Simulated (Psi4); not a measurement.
**C2H4GaN (SMILES N=C=[CH][GaH2]), step by step**

We compute a geometry optimisation (singlet C2H4GaN, MP2/def2-SVPD), then the energy (doublet C2H4GaN+, UMP2/def2-SVPD), then a structure relaxation (doublet C2H4GaN+, UMP2/def2-SVPD), then a single-point energy (doublet C2H4GaN−, UMP2/def2-SVPD) of C2H4GaN. 

Program for the calculation: Psi4 1.11.

## Step 1: The system as given

C2H4GaN: 8 atoms, total charge 0, spin state singlet. SMILES: `N=C=[CH][GaH2]`. The coordinates come from a PBE0-D4/def2-TZVP relaxation. The run starts from this shape.

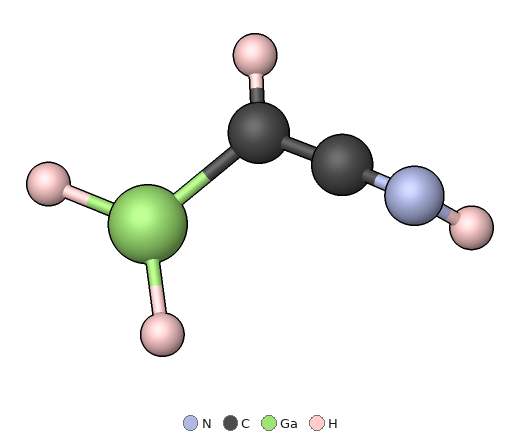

The structure, seen from a chosen angle (nitrogen light blue, carbon dark grey, gallium green, hydrogen pink).

## Step 2: A structure relaxation at MP2/def2-SVPD (density fitting, density fitting for correlation) (run 1)

Contents of c2h4gan.py:

```python
import psi4

psi4.set_memory(1600000000)
psi4.set_num_threads(1)
psi4.core.set_output_file('output.dat', False)

geom = psi4.geometry("""
0 1
N      0.336900     2.061700    -0.854600
C      0.365600     1.114900    -0.096000
C      0.472300     0.025700     0.622800
Ga    -0.381300    -1.593600     0.007200
H     -0.411400     2.740600    -0.770200
H      1.040500     0.073900     1.545200
H     -0.231900    -2.886400     0.876300
H     -1.190600    -1.536800    -1.330700
symmetry c1
""")

psi4.set_options(dict(basis='def2-SVPD', num_frozen_docc=12))

e, wfn = psi4.optimize("mp2", molecule=geom, return_wfn=True)
print(f'total energy {e:.8f} hartree = {e * 27.211386:.5f} eV')
print(geom.to_string(dtype='xyz', units='Angstrom'))
```

The run is started by

```console
python c2h4gan.py
```

output.dat:

```text
gradient() will perform analytic gradient computation.
    SCF Algorithm Type (re)set to DF.

   => Loading Basis Set <=

    Name: DEF2-SVPD
    Role: ORBITAL
    Keyword: BASIS

         ---------------------------------------------------------
                                   SCF
                              RHF Reference
                        1 Threads,   1525 MiB Core
         ---------------------------------------------------------

  ==> Geometry <==

    Molecular point group: c1
    Full point group: C1

    Geometry (in Angstrom), charge = 0, multiplicity = 1:

       Center              X                  Y                   Z               Mass
    ------------   -----------------  -----------------  -----------------  -----------------
         N            0.447827358804     2.682678522914    -0.811106340237    14.003074004430
         C            0.476527358804     1.735878522914    -0.052506340237    12.000000000000
         C            0.583227358804     0.646678522914     0.666293659763    12.000000000000
[... 4 lines of this table left out ...]
         H           -1.079672641196    -0.915821477086    -1.287206340237     1.007825032230

  Running in c1 symmetry.

  Rotational constants: A =      0.77723  B =      0.06976  C =      0.06434 [cm^-1]
  Rotational constants: A =  23300.87935  B =   2091.27783  C =   1929.00931 [MHz]
  Nuclear repulsion =  206.759086002099480

  Charge       = 0
  Multiplicity = 1
  Electrons    = 54
  Nalpha       = 27
  Nbeta        = 27

  ==> Algorithm <==

  SCF Algorithm Type is DF.
  DIIS enabled.
  MOM disabled.
  Fractional occupation disabled.
  Guess Type is SAD.
  Energy threshold   = 1.00e-10
  Density threshold  = 1.00e-10
  Integral threshold = 1.00e-12

  ==> Primary Basis <==

  Basis Set: DEF2-SVPD
    Blend: DEF2-SVPD
    Number of shells: 54
    Number of basis functions: 130
    Number of Cartesian functions: 140
    Spherical Harmonics?: true
    Max angular momentum: 2

   => Loading Basis Set <=

    Name: (DEF2-SVPD AUX)
    Role: JKFIT
    Keyword: DF_BASIS_SCF

  ==> Integral Setup <==

  DFHelper Memory: AOs need 0.076 GiB; user supplied 1.118 GiB.
  SCF_SUBTYPE=INCORE selected. In-core MEM_DF algorithm will be used.
  Using in-core AOs.

  ==> MemDFJK: Density-Fitted J/K Matrices <==

    J tasked:                   Yes
    K tasked:                   Yes
    wK tasked:                   No
    Memory [MiB]:              1144
    Algorithm:                 Core
    Schwarz Cutoff:           1E-12
    Mask sparsity (%):       2.4260
    Fitting Condition:        1E-10

   => Auxiliary Basis Set <=

  Basis Set: (DEF2-SVPD AUX)
    Blend: DEF2-UNIVERSAL-JKFIT
    Number of shells: 159
    Number of basis functions: 565
    Number of Cartesian functions: 722
    Spherical Harmonics?: true
    Max angular momentum: 5

  Minimum eigenvalue in the overlap matrix is 9.0791700748E-05.
  Reciprocal condition number of the overlap matrix is 1.1040998712E-05.
    Using symmetric orthogonalization.

  ==> Pre-Iterations <==

  SCF Guess: Superposition of Atomic Densities via on-the-fly atomic UHF (no occupation information).

   -------------------------
    Irrep   Nso     Nmo
   -------------------------
     A        130     130
   -------------------------
    Total     130     130
   -------------------------

  ==> Iterations <==

                           Total Energy        Delta E     RMS |[F,P]|

   @DF-RHF iter SAD: -2050.59640984119369   -2.05060e+03   0.00000e+00
   @DF-RHF iter   1: -2053.70829572594039   -3.11189e+00   1.83417e-02 ADIIS/DIIS
   @DF-RHF iter   2: -2053.35077004151526    3.57526e-01   2.49867e-02 ADIIS/DIIS
   @DF-RHF iter   3: -2055.35207062616610   -2.00130e+00   7.94838e-04 ADIIS/DIIS
   @DF-RHF iter   4: -2055.36280910299274   -1.07385e-02   3.32413e-04 ADIIS/DIIS
   @DF-RHF iter   5: -2055.36421777759142   -1.40867e-03   1.46010e-04 ADIIS/DIIS
   @DF-RHF iter   6: -2055.36468802872650   -4.70251e-04   4.43829e-05 DIIS
   @DF-RHF iter   7: -2055.36477704175013   -8.90130e-05   1.98239e-05 DIIS
   @DF-RHF iter   8: -2055.36479622146544   -1.91797e-05   6.42207e-06 DIIS
   @DF-RHF iter   9: -2055.36479736255615   -1.14109e-06   1.97512e-06 DIIS
   @DF-RHF iter  10: -2055.36479744232111   -7.97650e-08   7.53878e-07 DIIS
   @DF-RHF iter  11: -2055.36479745381985   -1.14987e-08   1.70512e-07 DIIS
   @DF-RHF iter  12: -2055.36479745450561   -6.85759e-10   6.31405e-08 DIIS
   @DF-RHF iter  13: -2055.36479745462248   -1.16870e-10   2.64333e-08 DIIS
   @DF-RHF iter  14: -2055.36479745463430   -1.18234e-11   7.75739e-09 DIIS
   @DF-RHF iter  15: -2055.36479745463885   -4.54747e-12   1.94072e-09 DIIS
   @DF-RHF iter  16: -2055.36479745463430    4.54747e-12   7.25399e-10 DIIS
   @DF-RHF iter  17: -2055.36479745463566   -1.36424e-12   4.47918e-10 DIIS
   @DF-RHF iter  18: -2055.36479745463612   -4.54747e-13   1.45156e-10 DIIS
   @DF-RHF iter  19: -2055.36479745463294    3.18323e-12   5.67327e-11 DIIS
  Energy and wave function converged.

  ==> Post-Iterations <==

    Orbital Energies [Eh]
    ---------------------

    Doubly Occupied:

       1A   -378.786821     2A    -48.154910     3A    -42.497314
       4A    -42.493695     5A    -42.493628     6A    -15.585349
       7A    -11.336710     8A    -11.224488     9A     -6.392607
[... 5 lines of this table left out ...]
      25A     -0.428749    26A     -0.418392    27A     -0.356758

    Virtual:

[... 7 lines left out ...]
    Final Occupation by Irrep:
[... 12 lines left out ...]
    Total Energy =                      -2055.3647974546329351
[... 95 lines left out ...]
   Convergence cutoff =     1E-06
[... 54 lines left out ...]
	 Same-Spin Energy          =      -0.1802041931807183 [Eh]
[... 9 lines left out ...]
	 SCS Opposite-Spin Energy  =      -0.5721031447543292 [Eh]
[... 57 lines left out ...]
	   Step    Total Energy     Delta E     Max Force     RMS Force      Max Disp      RMS Disp   ~
[... 119 lines left out ...]
   @DF-RHF iter   2: -2055.36273404846224   -3.68514e-04   1.06199e-04 ADIIS/DIIS
[... 4 lines left out ...]
   @DF-RHF iter   7: -2055.36283162015161   -1.29089e-08   3.15585e-07 DIIS
[... 4 lines left out ...]
   @DF-RHF iter  12: -2055.36283162352356    1.81899e-12   1.91072e-09 DIIS
[... 4 lines left out ...]
  Energy and wave function converged.
[... 15 lines left out ...]
    Two-Electron Energy =                1010.6478608072422958
[... 44 lines left out ...]
  Reference energy  = -2055.362831623524471
[... 34 lines left out ...]
	 Same-Spin Energy          =      -0.1808806327886045 [Eh]
[... 9 lines left out ...]
	 SCS Opposite-Spin Energy  =      -0.5750767372902299 [Eh]
[... 57 lines left out ...]
	   Step    Total Energy     Delta E     Max Force     RMS Force      Max Disp      RMS Disp
[... 88 lines left out ...]
   @DF-RHF iter   2: -2055.36300195143576   -3.88150e-06   1.08809e-05 DIIS
[... 4 lines left out ...]
   @DF-RHF iter   7: -2055.36300344098572   -4.55748e-09   9.52044e-08 DIIS
[... 4 lines left out ...]
   @DF-RHF iter  12: -2055.36300344136407   -4.54747e-13   4.54122e-10 DIIS
[... 12 lines left out ...]
  @DF-RHF Final Energy: -2055.36300344136225
[... 21 lines left out ...]
 Dipole X            :         -1.7691711            1.4176707           -0.3515004
[... 46 lines left out ...]
    CGRSolver converged.
[... 18 lines left out ...]
	 Correlation Energy        =      -0.6599503024005886 [Eh]
[... 9 lines left out ...]
	 SCS Total Energy          =   -2055.9982212158529364 [Eh]
[... 140 lines left out ...]
                           Total Energy        Delta E     RMS |[F,P]|
[... 5 lines left out ...]
   @DF-RHF iter   4: -2055.36302207036033   -8.61580e-07   1.93861e-06 DIIS
[... 4 lines left out ...]
   @DF-RHF iter   9: -2055.36302229209286   -5.36602e-11   1.95999e-08 DIIS
[... 4 lines left out ...]
   @DF-RHF iter  14: -2055.36302229210332   -1.81899e-12   7.11818e-11 DIIS
[... 15 lines left out ...]
    One-Electron Energy =               -3271.2286453182005062
[... 18 lines left out ...]
 Dipole Z            :          0.3402350            0.0840179            0.4242529
[... 60 lines left out ...]
	 Singles Energy            =      -0.0000000000000000 [Eh]
[... 9 lines left out ...]
	 SCS Same-Spin Energy      =      -0.0602707820358633 [Eh]
[... 53 lines left out ...]
	Measures of convergence in internal coordinates in au.
[... 81 lines left out ...]
   @DF-RHF iter   1: -2055.36302088797629   -4.22739e-04   1.58207e-05 DIIS
[... 4 lines left out ...]
   @DF-RHF iter   6: -2055.36302464824848   -7.06268e-09   1.68378e-07 DIIS
[... 4 lines left out ...]
   @DF-RHF iter  11: -2055.36302464998016   -9.09495e-13   9.16269e-10 DIIS
[... 12 lines left out ...]
  @DF-RHF Final Energy: -2055.36302464998107
[... 21 lines left out ...]
 Dipole X            :         -1.8288603            1.4647228           -0.3641375
[... 46 lines left out ...]
    CGRSolver converged.
[... 18 lines left out ...]
	 Correlation Energy        =      -0.6599478100235129 [Eh]
[... 9 lines left out ...]
	 SCS Total Energy          =   -2055.9982447330626201 [Eh]
[... 129 lines left out ...]
                           Total Energy        Delta E     RMS |[F,P]|
[... 5 lines left out ...]
   @DF-RHF iter   4: -2055.36301981277029   -1.47820e-08   2.81534e-07 DIIS
[... 4 lines left out ...]
   @DF-RHF iter   9: -2055.36301981763290    1.81899e-12   1.81579e-09 DIIS
[... 27 lines left out ...]
    Final Occupation by Irrep:
[... 12 lines left out ...]
    Total Energy =                      -2055.3630198176324484
[... 13 lines left out ...]
 L = 1.  Multiply by 2.5417464519 to convert [e a0] to [Debye]
 Dipole X            :         -1.8271807            1.4620709           -0.3651097
 Dipole Y            :         -7.1105825            7.2794014            0.1688189
 Dipole Z            :          0.3199425            0.1024922            0.4224347
 Magnitude           :                                                    0.5833147

 ------------------------------------------------------------------------------------

	total time  =          1 seconds =       0.02 minutes

  //>>>>>>>>>>>>>>>>>>>>>>>>>>>>>>>>>>>//
  //               DFMP2               //
  //<<<<<<<<<<<<<<<<<<<<<<<<<<<<<<<<<<<//

  ==> Geometry <==

    Molecular point group: c1
    Full point group: C1

    Geometry (in Angstrom), charge = 0, multiplicity = 1:

       Center              X                  Y                   Z               Mass
    ------------   -----------------  -----------------  -----------------  -----------------
         N            0.446305195989     2.711136614996    -0.821391700284    14.003074004430
         C            0.473702095639     1.752751883601    -0.050647787399    12.000000000000
         C            0.585946675842     0.642016828716     0.673223847049    12.000000000000
[... 4 lines of this table left out ...]
         H           -1.075756353616    -0.914681525181    -1.278350136566     1.007825032230

  Nuclear repulsion =  205.281656826773542
  Reference energy  = -2055.363019817632448

  => Iterations <=

             Iter  Converged  Remaining    Residual
  CGR           1          0          1   1.575E-01
  CGR           2          0          1   3.133E-02
  CGR           3          0          1   2.046E-02
  CGR           4          0          1   6.804E-03
  CGR           5          0          1   3.049E-03
  CGR           6          0          1   6.580E-04
  CGR           7          0          1   1.593E-04
  CGR           8          0          1   4.547E-05
  CGR           9          0          1   1.562E-05
  CGR          10          0          1   4.506E-06
  CGR          11          0          1   1.218E-06
  CGR          12          1          0   4.195E-07

    CGRSolver converged.

   => Auxiliary Basis Set <=

  Basis Set: (DEF2-SVPD AUX)
    Blend: DEF2-UNIVERSAL-JKFIT
    Number of shells: 159
    Number of basis functions: 565
    Number of Cartesian functions: 722
    Spherical Harmonics?: true
    Max angular momentum: 5

	-----------------------------------------------------------
	 ==================> DF-MP2 Energies <====================
	-----------------------------------------------------------
	 Reference Energy          =   -2055.3630198176324484 [Eh]
	 Singles Energy            =      -0.0000000000000000 [Eh]
	 Same-Spin Energy          =      -0.1808307075436939 [Eh]
	 Opposite-Spin Energy      =      -0.4791224825452400 [Eh]
	 Correlation Energy        =      -0.6599531900889339 [Eh]
	 Total Energy              =   -2056.0229730077212480 [Eh]
	-----------------------------------------------------------
	 ================> DF-SCS-MP2 Energies <==================
	-----------------------------------------------------------
	 SCS Same-Spin Scale       =       0.3333333333333333 [-]
	 SCS Opposite-Spin Scale   =       1.2000000000000000 [-]
	 SCS Same-Spin Energy      =      -0.0602769025145646 [Eh]
	 SCS Opposite-Spin Energy  =      -0.5749469790542880 [Eh]
	 SCS Correlation Energy    =      -0.6352238815688527 [Eh]
	 SCS Total Energy          =   -2055.9982436992013390 [Eh]
	-----------------------------------------------------------

  -Total Gradient:
     Atom            X                  Y                   Z
    ------   -----------------  -----------------  -----------------
       1        0.000057392317     0.000009108738    -0.000011742054
       2        0.000012025002     0.000031896907     0.000102592773
       3       -0.000054518649    -0.000043285473    -0.000092358120
[... 4 lines of this table left out ...]
       8        0.000008606961    -0.000030324690     0.000007047082

	total time  =          7 seconds =       0.12 minutes

    			-----------------------------------------

    			 OPTKING 3.0: for geometry optimizations

    			        with contributions from

    			-----------------------------------------

	                            ===> Fragment 1 <==

	 Z (Atomic Numbers)          Masses                          Geom
	       7.000000            14.003074          0.84339459  5.12330569 -1.55220536
	       6.000000            12.000000          0.89516723  3.31222103 -0.09571045
	       6.000000            12.000000          1.10727874  1.21323597  1.27220869
[... 4 lines of this table left out ...]
	       1.000000             1.007825         -2.03288489 -1.72849757 -2.41573165

	 - Coordinate -           - BOHR/RAD -       - ANG/DEG -
	 R(1,2)           =         2.324669           1.230162
	 R(1,5)           =         1.926249           1.019327
	 R(2,3)           =         2.514345           1.330534
[... 18 lines of this table left out ...]
	 D(6,3,4,8)       =         3.130976         179.391697

	        --- Internal Coordinate Step in ANG or DEG, aJ/ANG or AJ/DEG ---
	-------------------------------------------------------------------------------
	           Coordinate      Previous         Force          Change          New
	           ----------      --------        ------          ------        ------
	               R(1,2)       1.23016       -0.00019       -0.00002       1.23015
	               R(1,5)       1.01933       -0.00019        0.00000       1.01933
	               R(2,3)       1.33053        0.00009        0.00001       1.33054
[... 18 lines of this table left out ...]
	           D(6,3,4,8)     179.39170       -0.00000       -0.03771     179.35399
	-------------------------------------------------------------------------------

	                                 ==> Convergence Check <==

	Measures of convergence in internal coordinates in au.

	Criteria marked as inactive (o), active & met (*), and active & unmet ( ).

	----------------------------------------------------------------------------------------------
	   Step    Total Energy     Delta E     Max Force     RMS Force      Max Disp      RMS Disp
	----------------------------------------------------------------------------------------------
	  Convergence Criteria     1.00e-06 *    3.00e-04 *             o    1.20e-03 *             o
	----------------------------------------------------------------------------------------------
	     6   -2056.02297301   -5.48e-07 *    1.23e-04 *    4.53e-05 o    8.68e-04 *    4.11e-04 o  ~
	----------------------------------------------------------------------------------------------

Next Geometry in Ang
	Fragment 1 (Ang)

	    N   0.4457862585   2.7104136949  -0.8217906153
	    C   0.4738597237   1.7522523892  -0.0508183384
	    C   0.5866022277   0.6419390598   0.6736392699
[... 4 lines of this table left out ...]
	    H  -1.0752223730  -0.9128842736  -1.2782354466

    Final optimized geometry and variables:
    Molecular point group: c1
    Full point group: C1

    Geometry (in Angstrom), charge = 0, multiplicity = 1:

    N            0.446305195989     2.711136614996    -0.821391700284
    C            0.473702095639     1.752751883601    -0.050647787399
    C            0.585946675842     0.642016828716     0.673223847049
[... 4 lines of this table left out ...]
    H           -1.075756353616    -0.914681525181    -1.278350136566

[set-up sections that repeat, and orbital energies of the middle runs, are left out above]
```

The script printed:

```text
Some dependencies such as QCElemental have not yet finished migration to pydantic v2. If issues are encountered please downgrade pydantic or upgrade QCElemental as appropriate
	Energy ratio indicates iffy step.
	Intrafrag trust radius decreased to   0.25.
	Previous geometry is closer to target in internal coordinates, so using that one.

	Best geometry has RMS(Delta(q)) = 4.08e-08

Optimizer: Optimization complete!
total energy -2056.02297301 hartree = -55947.23474 eV
8
0 1 C2GaH4N
N                     0.446305195989     2.711136614996    -0.821391700284
C                     0.473702095639     1.752751883601    -0.050647787399
C                     0.585946675842     0.642016828716     0.673223847049
Ga                   -0.270385936509    -0.981243615859     0.051651615689
H                    -0.294368059031     3.408235297251    -0.754427916395
H                     1.166177481637     0.705565593840     1.598144137374
H                    -0.122423416046    -2.275042534345     0.901955922166
H                    -1.075756353616    -0.914681525181    -1.278350136566
```

Run time: 53 s. Hardware: 1 thread of Intel Xeon Platinum 8259CL at 2.50GHz (Skylake/Cascade Lake), shared host; peak memory 0.43 GiB.

Steps, from the record of the run:

```
step  energy from the first frame kept (eV)  largest force (eV/Å)
   0                                 0.0000                1.4212
   1                                -0.0323                0.0942
   2                                -0.0326                0.0617
   3                                -0.0327                0.0582
   4                                -0.0331                0.0080
   5                                -0.0332                0.0059
```

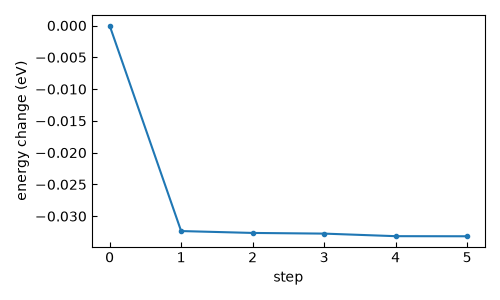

Energy along the run.

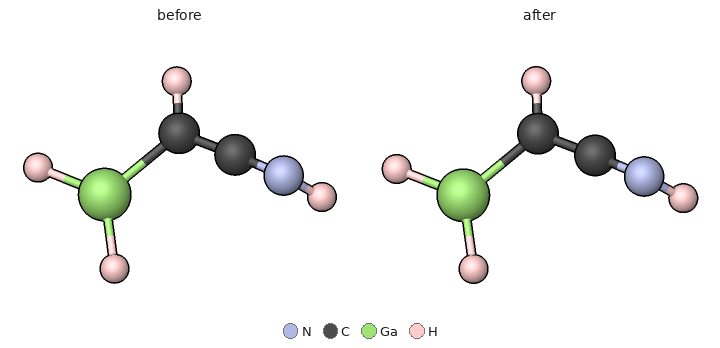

Before and after, at one scale.

After the run. Bond lengths: N1–C2 1.230 Å, C2–C3 1.331 Å, C3–Ga4 1.938 Å, N1–H5 1.019 Å, C3–H6 1.094 Å, Ga4–H7 1.555 Å, Ga4–H8 1.556 Å. Angles: N1–C2–C3 173.3°, C2–C3–Ga4 119.2°, C2–N1–H5 120.5°, C2–C3–H6 117.2°, Ga4–C3–H6 123.7°, C3–Ga4–H7 118.7°, C3–Ga4–H8 117.8°, H7–Ga4–H8 123.5°.

## Step 3: The doublet cation: a single-point energy at UMP2/def2-SVPD (density fitting, density fitting for correlation) (run 2)

Contents of input.inp:

```
memory 1600 mb

molecule geom {
  1 2
  N      0.335378     2.090158    -0.864885
  C      0.362775     1.131773    -0.094141
  C      0.475019     0.021038     0.629730
  Ga    -0.381313    -1.602222     0.008158
  H     -0.405295     2.787257    -0.797922
  H      1.055250     0.084587     1.554650
  H     -0.233351    -2.896021     0.858462
  H     -1.186684    -1.535660    -1.321844
  symmetry c1
}

set {
  basis def2-SVPD
  reference uhf
  num_frozen_docc 12
}

result = energy("mp2")
print_variables()
```

The run is started by

```console
psi4 -n 1 input.inp input.out
```

input.out, shortened:

```text
[...]
  Running in c1 symmetry.
[...]
  Nuclear repulsion =  205.281685488296660
[...]
  Multiplicity = 2
[...]
  Nalpha       = 27
  Nbeta        = 26
[...]
    Number of basis functions: 130
[...]
   @DF-UHF iter   1: -2053.46589532854705   -2.94567e+00   1.81723e-02 DIIS/ADIIS
[...]
   @DF-UHF iter  26: -2055.06718232117100   -6.36646e-12   5.48704e-09 DIIS
[...]
   @S^2 Observed:                9.292857577E-01
[...]
  @DF-UHF Final Energy: -2055.06718232117100
   => Energetics <=
    Nuclear Repulsion Energy =            205.2816854882966595
    One-Electron Energy =               -3259.5040428857246297
    Two-Electron Energy =                 999.1551750762570236
    Total Energy =                      -2055.0671823211710034
  UHF NO Occupations:
  HONO-2 :   25  A 1.9774544
  HONO-1 :   26  A 1.9350456
[...]
```

Run time: 6.9 s. Hardware: 1 thread of Intel Xeon Platinum 8259CL at 2.50GHz (Skylake/Cascade Lake), shared host; peak memory 0.28 GiB.

[end of part 1 of 2]
